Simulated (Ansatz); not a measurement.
**MgTiTe3 (built on the sites of a database entry of BaTiO3): a soft mode frozen in**

Which phase does MgTiTe3 (built on the sites of a database entry of BaTiO3) fall into along its unstable mode, and how much energy does it gain?

Main program and level: Ansatz 0.2.0; DFT PBE+D3(BJ), scalar-relativistic, plane waves, PAW.

The structure was built from a prototype and need not be the compound's stable phase.

## (1) Starting point

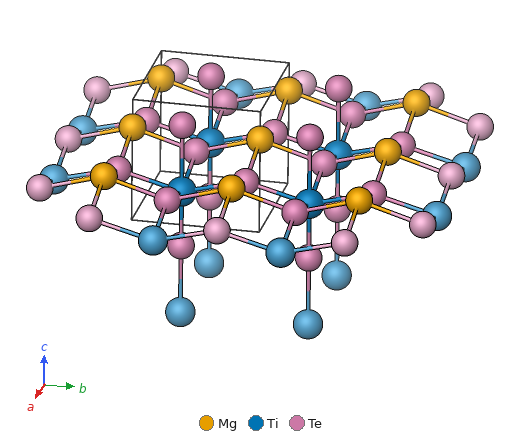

Start, viewed slightly off an axis; magnesium orange, titanium blue, tellurium pink. 2×2×1 cells are drawn. Some periodic images of atoms are drawn too.

## (2) Linear response at the zone centre

The cell comes from relaxations at this level that are not shown. The zone centre is the only wavevector solved here; it holds the modes that light can see, as far as symmetry allows. No field response is asked, since the mesh shows no gap.

input.yaml reads:

```yaml
crystal:
  lattice:
    - [5.4777658673, 0.0, 0.0]
    - [0.0, 5.4777658673, 0.0]
    - [0.0, 0.0, 5.4637026632]
  atoms:
    - { symbol: Mg, position: [0.0, 0.0, -0.2305991639] }
    - { symbol: Ti, position: [0.5, 0.5, 0.4898131398] }
    - { symbol: Te, position: [0.5, 0.5, 0.0402955509] }
    - { symbol: Te, position: [0.5, 0.0, 0.6217452365] }
    - { symbol: Te, position: [0.0, 0.5, 0.6217452365] }
kpoints:
  mp_grid: { grid: [8, 8, 8] }
hamiltonian:
  xc: pbe
  dispersion: d3bj
scf:
  occupations: { method: methfessel_paxton, width: 0.2 }
output:
  eigenvalues: true
phonons:
  method: dfpt
```

The run is started by

```sh
$ ansatz run input.yaml --threads 8 --pin off --max-ram 14336MiB --backend cpu --events-out ev --progress --plain --runs-dir out
```

Numbers of over 12 decimals in the logs are rounded to 6 here.

The log of the run:

```text
zone centre: on kpoints.mp_grid the ground state, and the responses unless they are solved on pairs of k-points, stand on 125 of the mesh's 512 k-points, reduced under 4 symmetry operations, with k and −k counted as one. Each operation leaves every solved displacement unchanged or reverses it
Engine: ansatz 0.2.0, aarch64-unknown-linux-gnu
Pseudopotentials: kind: paw
Pseudopotential: Mg, paw, valence charge 10, recommended cutoff 420 eV (normal), Mg.paw.azcp
Pseudopotential: Ti, paw, valence charge 12, recommended cutoff 420 eV (normal), Ti.paw.azcp
Pseudopotential: Te, paw, valence charge 16, recommended cutoff 420 eV (normal), Te.paw.azcp
Functional definition: PBE
  parameter kappa = 0.804
  parameter beta = 0.066725
  exchange = pbe_x(kappa = kappa, mu = beta*pi^2/3)
  correlation = pbe_c(beta = beta)
Crystal: 5 atoms, lattice volume = 163.943 Å³
Basis set: ecut = 420 eV, 3191 PW (Γ), exchange–correlation on 80×80×80 points (8 copies of the dense FFT grid, shifted against one another)
Bands: 42, of which v1, the nominal top of the filled ones, is band 35 counted from 1 (34 counted from 0)
Symmetry: 8 space group operations
k-points: 125 of 512 (irreducible under 4 space group operations, time reversal used)
Non-local potential: Mg, projectors of the file, l = 0: 3, l = 1: 2, l = 2: 1
Non-local potential: Ti, projectors of the file, l = 0: 3, l = 1: 2, l = 2: 3, l = 3: 1
Non-local potential: Te, projectors of the file, l = 0: 2, l = 1: 2, l = 2: 2, l = 3: 2
PAW form: soft (Blöchl's): semilocal exchange-correlation on the pseudo side does not see the compensation charge
PAW one-centre angular grid: Mg, 110 points (default); XC on 64 Gauss nodes
PAW one-centre angular grid: Ti, 590 points (default); XC on 64 Gauss nodes
PAW one-centre angular grid: Te, 590 points (default); XC on 64 Gauss nodes
Initial density: superposition of atomic densities (neutral atoms: chi_scale 0, normalization atom), corrected by the library's trained network
Initial wavefunctions: pseudopotential atomic-orbital guess
Functional: x = pbe(κ = 0.804, μ = 0.219515), c = pbe(β = 0.066725)
SCF iter   1: F=—  HF=-25366.908500 eV  |F-HF|=—  |Δ(HF+E_count)|=         —  Δρ=4.54e-3  dr2=2.54e-2  ethr=1.77e-3  ⟨swp⟩=7.0  Hψ=20757  notcnv=0
preconditioner: auto → none  [metal: Δε(μ)=0.068 eV  Ē_g=6.356 eV  σ=0.200 eV  W_gap=0.28  n_scr=32 (ndim 8)  ℏωp=14.2 eV  f_vac=0.153  D(μ)=1.05/eV (n_scr^D=0)  sad-step TF]
SCF iter   2: F=—  HF=-25366.904446 eV  |F-HF|=—  |Δ(HF+E_count)|=   4.05e-3  S|Δr|=    0.00e0  Δρ=2.39e-3  dr2=8.47e-3  ethr=3.63e-5  ⟨swp⟩=2.2  Hψ=10260  notcnv=0
SCF iter   3: F=—  HF=-25366.918052 eV  |F-HF|=—  |Δ(HF+E_count)|=   1.36e-2  S|Δr|=    0.00e0  Δρ=7.05e-3  dr2=1.69e-1  ethr=1.21e-5  ⟨swp⟩=2.0  Hψ=9641  notcnv=0  recentre
SCF iter   4: F=—  HF=-25366.905020 eV  |F-HF|=—  |Δ(HF+E_count)|=   1.30e-2  S|Δr|=    0.00e0  Δρ=1.63e-3  dr2=8.69e-3  ethr=1.21e-5  ⟨swp⟩=2.0  Hψ=9842  notcnv=0
SCF iter   5: F=—  HF=-25366.904370 eV  |F-HF|=—  |Δ(HF+E_count)|=   6.51e-4  S|Δr|=    0.00e0  Δρ=2.99e-4  dr2=9.15e-5  ethr=1.21e-5  ⟨swp⟩=1.1  Hψ=5256  notcnv=0
SCF iter   6: F=—  HF=-25366.904442 eV  |F-HF|=—  |Δ(HF+E_count)|=   7.20e-5  S|Δr|=    0.00e0  Δρ=6.11e-5  dr2=5.82e-6  ethr=1.31e-7  ⟨swp⟩=2.7  Hψ=9805  notcnv=0
SCF iter   7: F=—  HF=-25366.904442 eV  |F-HF|=—  |Δ(HF+E_count)|=   2.86e-7  S|Δr|=    0.00e0  Δρ=1.76e-5  dr2=5.46e-7  ethr=8.31e-9  ⟨swp⟩=2.3  Hψ=8329  notcnv=0
SCF iter   8: F=—  HF=-25366.904442 eV  |F-HF|=—  |Δ(HF+E_count)|=   2.02e-7  S|Δr|=    0.00e0  Δρ=7.55e-6  dr2=1.83e-7  ethr=7.80e-10  ⟨swp⟩=2.3  Hψ=9188  notcnv=0
SCF iter   9: F=—  HF=-25366.904442 eV  |F-HF|=—  |Δ(HF+E_count)|=   1.37e-8  S|Δr|=    0.00e0  Δρ=1.18e-6  dr2=2.45e-9  ethr=2.61e-10  ⟨swp⟩=2.0  Hψ=6002  notcnv=0
SCF iter  10: F=—  HF=-25366.904442 eV  |F-HF|=—  |Δ(HF+E_count)|=   1.58e-9  S|Δr|=    0.00e0  Δρ=4.78e-7  dr2=6.59e-10  ethr=3.49e-12  ⟨swp⟩=2.0  Hψ=9380  notcnv=0
SCF iter  11: F=—  HF=-25366.904442 eV  |F-HF|=—  |Δ(HF+E_count)|=  1.46e-11  S|Δr|=    0.00e0  Δρ=1.22e-7  dr2=2.00e-11  ethr=1.00e-12  ⟨swp⟩=2.0  Hψ=6447  notcnv=0
SCF iter  12: F=-25366.904442 eV  HF=-25366.904442 eV  |F-HF|=0.00e0  |Δ(HF+E_count)|=  2.91e-11  S|Δr|=    0.00e0  Δρ=4.46e-8  dr2=2.56e-12  ethr=1.00e-12  ⟨swp⟩=8.9  Hψ=25956  notcnv=0
SCF 1 converged in 12 iterations: F = -25366.904442 eV  dr2 = 2.56e-12
  greatest PAW one-centre occupation: 1.000 electrons in one spin orbital (limit 2), on the Mg atom at site 0 (counted from 0), in its partial waves of l = 0
DFPT response loops at Γ: preconditioner auto → none (partly filled bands, converged f_vac=0.155); β = 0.50; Broyden in place of MSR1
SCF converged after 12 iterations
Stability not checked: this state was not tested for a lower state beside it, because cold or Methfessel-Paxton smearing, or corrected tetrahedra, fill the levels in a way that the test cannot read (fill_not_monotonic; see scf.lower_state_search)
Free energy (F): -25366.904442 eV
Harris-Foulkes:  -25366.904442 eV  (|F-HF|=0.00e0)
Internal energy: -25366.912487 eV  (E = F + TS)
E sigma→0 (E₀):  -25366.906453 eV
Entropy (-TS):   0.008045 eV (1.609 meV/atom)
Fermi energy:    7.057950 eV
Step filling:    the computed levels leave a gap of 0.0000 eV = 0.0 smearing widths at the electron count; against every level under it full and every level over it empty, smearing changes F+E_penalty+E_count by +2.878 meV and its σ→0 estimate by +0.867 meV
--- Per-component energies (eV) ---
  E_band       = -1447.167998
  E_kinetic    = 890.353002
  E_local      = -7856.985851  (includes V_loc(G=0)·N_el)
  E_nonlocal   = -825.154220
  E_hartree    = 4079.303202
  E_xc         = -499.148233
  E_vxc        = -471.569471  (∫ρ·V_xc dr)
  E_paw        = -15329.091560  (= ΣΔE_a)
  E_vpaw       = -1342.417441  (= ΣTr[D̂ρ^β])
  E_aug_tail   = -0.000479  (compensation charges beyond the density's cutoff)
  E_ewald      = -5824.441446
  E_disp       = -1.746901  (pairwise vdW)
  E_smearing   = 0.008045  (= −TS)
  E_closure    = 0.000000  (closes the sum)
  Σ components = -25366.904442   (vs F -25366.904442, Δ=0.00e0)
--- Band table (eV; the first three rows and the last of 125) ---
  k-point 0: bands = [... 31 lower, 5.5983, 5.7595, 6.0065, 6.0065, 6.9699, 7.4166, 8.3007, 8.3007, ... 3 higher]
  k-point 1: bands = [... 31 lower, 5.5330, 5.5409, 6.0231, 6.0231, 6.9744, 7.4975, 8.3282, 8.3282, ... 3 higher]
  k-point 2: bands = [... 31 lower, 5.2320, 5.4090, 6.0517, 6.0517, 6.9853, 7.7095, 8.3100, 8.3873, ... 3 higher]
  k-point 124: bands = [... 31 lower, 4.7115, 6.6513, 7.0220, 7.1368, 7.1368, 8.3989, 8.3989, 8.4242, ... 3 higher]
--- Phonons (Γ-DFPT): 9 representative perturbations + reference, on 125 of 512 k-points (Σ response iterations 32) ---
  k mesh reduced under 4 symmetry operations, with k and −k counted as one. Each operation leaves every solved displacement unchanged or reverses it
  ASR residual: 5.168e-5 → 0.000e0 eV/Å²; symmetrization residual: 1.042e-5 eV/Å²
  pairwise dispersion correction: d3bj (s6 = 1.0, s8 = 0.7875, a1 = 0.4289, a2_bohr = 4.4407), with the weights of each atom's references fixed at the reference crystal's, and the forces and stress that the weights' published response gives there kept as a pressure on the atom's counted neighbours (hamiltonian.dispersion)
  ASR residual per site (eV/Å²): 2.74e-5 3.92e-5 5.17e-5 3.68e-6 3.68e-6
  Γ frequencies (cm⁻¹): -41.71 -41.71 0.00 0.00 0.00 35.51 84.73 84.73 89.42 122.03 191.01 191.01 214.68 214.68 315.23
  non-analytic LO–TO correction: not included (Born effective charges unavailable; polar crystals: no LO–TO splitting at Γ)
```

Run time: 1.9 min. Hardware: 8 threads of Arm Neoverse V2, shared host; peak memory 3 GiB; 14 min of CPU time.

In the SCF lines HF is the Harris–Foulkes energy and dr2 the Hartree energy of the density residual, in eV; the loop may stop once dr2 is under the threshold and the program's other checks hold. Hψ counts applications of the Hamiltonian.

Numbers from this step:

```yaml
volume_per_atom: 32.79 Å³
gap_on_the_k_mesh: 0 eV
sum_rule_residual_before_enforcement: 5.17e-5 eV/Å²
point_group: 4mm
highest_optical_mode_at_the_zone_centre_no_lo_to_term: 315.2 cm⁻¹
lowest_optical_zone_centre_mode: -41.71 cm⁻¹
```

Patterns of degenerate modes are one choice out of their space. Modes at Γ, with each element's share of the kinetic energy (negative means imaginary):

| mode | frequency (cm⁻¹) | symmetry | Mg % | Ti % | Te % |
| --- | --- | --- | --- | --- | --- |
| 1 | -41.7 | E | 11 | 9 | 81 |
| 2 | -41.7 | E | 11 | 9 | 81 |
| 3 | 0.0 | acoustic | 5 | 11 | 84 |
| 4 | 0.0 | acoustic | 5 | 11 | 84 |
| 5 | 0.0 | acoustic | 5 | 11 | 84 |
| 6 | 35.5 | B1 | 0 | 0 | 100 |
| 7 | 84.7 | E | 1 | 21 | 79 |
| 8 | 84.7 | E | 1 | 21 | 79 |
| 9 | 89.4 | A1 | 6 | 14 | 79 |
| 10 | 122.0 | A1 | 88 | 0 | 12 |
| 11 | 191.0 | E | 7 | 57 | 35 |
| 12 | 191.0 | E | 7 | 57 | 35 |
| 13 | 214.7 | E | 76 | 3 | 21 |
| 14 | 214.7 | E | 76 | 3 | 21 |
| 15 | 315.2 | A1 | 0 | 75 | 25 |

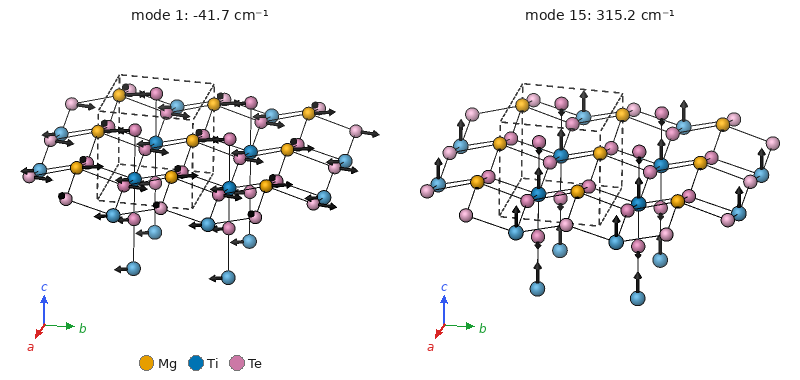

Displacement patterns of modes 1 and 15 at Γ; arrows are exaggerated. 2×2×1 cells are drawn. Some periodic images of atoms are drawn too.

Before it was imposed, the acoustic sum rule was missed by 5.2e-5 eV/Å². Small misses are needed for a sound result but don't prove that mesh and cutoff are converged. The lowest optical mode is imaginary, 41.7i cm⁻¹, so the energy falls along it.

## (3) The mode frozen in, largest atomic shift 0 Å

The mode followed lies at Γ with frequency 41.7i cm⁻¹ and is 2-fold degenerate, the softest among the wavevectors solved. At small amplitude the distorted cell has space group no. 8 by a symmetry search on the positions. The undistorted cell that holds it gives the zero of energy on the same k mesh.

input.yaml, the sections that differ from step 2:

```yaml
crystal:
  lattice:
    - [5.4777658673, 0.0, 0.0]
    - [0.0, 5.4777658673, 0.0]
    - [0.0, 0.0, 5.4637026632]
  atoms:
    - { symbol: Mg, position: [0.0, 0.0, 0.7694008361] }
    - { symbol: Ti, position: [0.5, 0.5, 0.4898131398] }
    - { symbol: Te, position: [0.5, 0.5, 0.0402955509] }
    - { symbol: Te, position: [0.5, 0.0, 0.6217452365] }
    - { symbol: Te, position: [0.0, 0.5, 0.6217452365] }
output:
  forces: true
  stress: true
  eigenvalues: true
# kpoints, hamiltonian, scf: as in step 2
# phonons: removed
```

The log of the run:

```text
[...]
Crystal: 5 atoms, lattice volume = 163.943 Å³
Basis set: ecut = 420 eV, 3191 PW (Γ), exchange–correlation on 80×80×80 points (8 copies of the dense FFT grid, shifted against one another)
Bands: 42, of which v1, the nominal top of the filled ones, is band 35 counted from 1 (34 counted from 0)
Symmetry: 8 space group operations
[...]
k-points: 75 of 512 (time reversal used)
[...]
k-point 0: bands = [... 31 lower, 5.5983, 5.7595, 6.0065, 6.0065, 6.9699, 7.4166, 8.3007, 8.3007, ... 3 higher]
  k-point 1: bands = [... 31 lower, 5.5330, 5.5409, 6.0231, 6.0231, 6.9744, 7.4975, 8.3282, 8.3282, ... 3 higher]
  k-point 2: bands = [... 31 lower, 5.2320, 5.4090, 6.0517, 6.0517, 6.9853, 7.7095, 8.3100, 8.3873, ... 3 higher]
  k-point 74: bands = [... 31 lower, 4.7115, 6.6513, 7.0220, 7.1369, 7.1369, 8.3989, 8.3989, 8.4242, ... 3 higher]
[key lines of the parts left out:]
SCF converged after 9 iterations
Free energy (F): -25366.904442 eV
Fermi energy:    7.057956 eV
P = ⅓ Tr σ = -0.0001 GPa (-0.001 kbar)
```

Wall time 6.3 s (8 threads); peak memory 0.79 GiB; 48 s of CPU time.

Numbers from this step:

| Quantity | Value |
| --- | --- |
| pressure | -1.02e-4 GPa |
| energy from the undistorted cell | 0 meV/atom |

The run ends at a pressure of 0.00 GPa, with forces up to 8.4e-4 eV/Å.

## (4) The mode frozen in, largest atomic shift 0.22 Å

The atoms are moved along the unstable eigenvector, the largest shift by 0.22 Å, with the cell fixed.

input.yaml, the sections that differ from step 3:

```yaml
crystal:
  lattice:
    - [5.4777658673, 0.0, 0.0]
    - [0.0, 5.4777658673, 0.0]
    - [0.0, 0.0, 5.4637026632]
  atoms:
    - { symbol: Mg, position: [0.0283990765, 0.0283990765, 0.7694008361] }
    - { symbol: Ti, position: [0.4820539482, 0.4820539482, 0.4898131398] }
    - { symbol: Te, position: [0.4830345049, 0.4830345049, 0.0402955509] }
    - { symbol: Te, position: [0.5275954762, -0.0093072216, 0.6217452365] }
    - { symbol: Te, position: [-0.0093072216, 0.5275954762, 0.6217452365] }
# kpoints, hamiltonian, scf, output: as in step 3
```

The log of the run:

```text
[...]
Crystal: 5 atoms, lattice volume = 163.943 Å³
Basis set: ecut = 420 eV, 3191 PW (Γ), exchange–correlation on 80×80×80 points (8 copies of the dense FFT grid, shifted against one another)
Bands: 42, of which v1, the nominal top of the filled ones, is band 35 counted from 1 (34 counted from 0)
Symmetry: 2 space group operations
[...]
k-point 0: bands = [... 31 lower, 5.6322, 5.8943, 5.9216, 6.0193, 6.9911, 7.4137, 8.3055, 8.3065, ... 3 higher]
  k-point 1: bands = [... 31 lower, 5.5782, 5.6673, 5.9039, 6.0574, 7.0244, 7.5102, 8.3194, 8.3400, ... 3 higher]
  k-point 2: bands = [... 31 lower, 5.2763, 5.4669, 5.8630, 6.1101, 7.0943, 7.7362, 8.3259, 8.3999, ... 3 higher]
  k-point 149: bands = [... 31 lower, 4.8108, 6.6780, 6.7058, 7.1530, 7.3928, 8.2196, 8.3950, 8.5899, ... 3 higher]
[key lines of the parts left out:]
SCF converged after 9 iterations
Free energy (F): -25366.920525 eV
Fermi energy:    7.092449 eV
P = ⅓ Tr σ = -0.2273 GPa (-2.273 kbar)
```

It took 12 s on 8 threads; peak memory 1.1 GiB.

This step gave:

| Item | Value |
| --- | --- |
| pressure | -0.2273 GPa |
| energy from the undistorted cell | -3.45 meV/atom |

The energy, extrapolated to zero smearing, is -3.45 meV/atom against the undistorted cell.

The run ends at a pressure of -0.23 GPa, with forces up to 0.15 eV/Å.

## (5) Energy along the mode, all amplitudes (two of the runs are shown above)

An imaginary frequency means negative curvature, so the energy should fall and then rise again as anharmonic terms take over.

This step gave:

- depth at the lowest point sampled: 3.45 meV/atom
- largest atomic shift at that point: 0.22 Å

The energy from the parent by largest atomic shift:

| largest atomic shift (Å) | energy from the parent (meV/atom) |
| --- | --- |
| 0.000 | 0 |
| 0.040 | -0.249 |
| 0.080 | -0.92 |
| 0.140 | -2.28 |
| 0.220 | -3.45 |
| 0.320 | -1.16 |
| 0.450 | 13.4 |

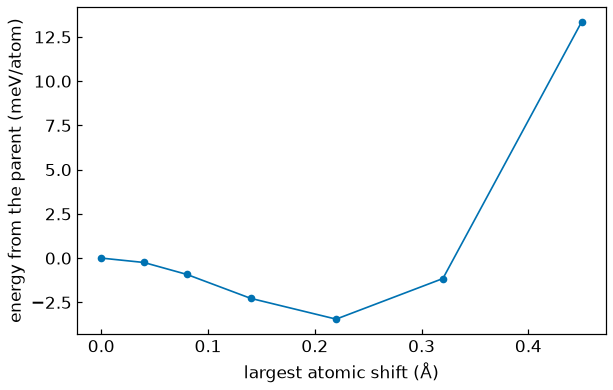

Energy from the parent against largest atomic shift.

Displacement at unit largest shift by atom:

| atom | x (Å) | y (Å) | z (Å) | size |
| --- | --- | --- | --- | --- |
| Mg1 | 0.707 | 0.707 | 0.000 | 1.000 |
| Ti2 | -0.447 | -0.447 | 0.000 | 0.632 |
| Te3 | -0.422 | -0.422 | 0.000 | 0.597 |
| Te4 | 0.687 | -0.232 | 0.000 | 0.725 |
| Te5 | -0.232 | 0.687 | 0.000 | 0.725 |

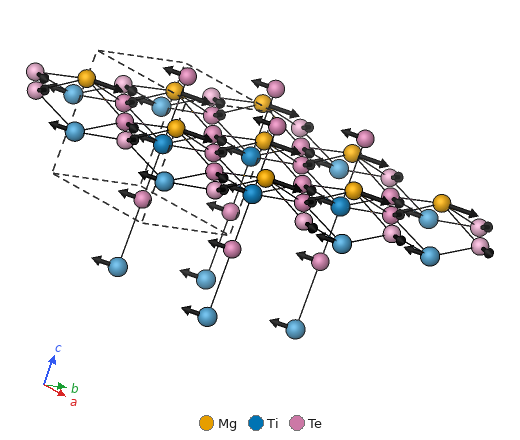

Displacement at unit largest shift as arrows, the longest 1.000 Å. 2×2×1 cells are drawn. Some periodic images of atoms are drawn too.

The lowest of the steps tried is at 0.22 Å, 3.45 meV/atom below the parent; the bottom of the well need not coincide with a step.

(Part 1 of 3 ends here.)

[Logs are printed without paths, hosts, clocks, repeated set-up lines and the standing remarks that a program may print on its own settings, such as how far it seeks lower states.]

[Hosts, paths, dates, database ids (printed as entryN), source tags and the programs' standing remarks are cut or masked in the printed files.]
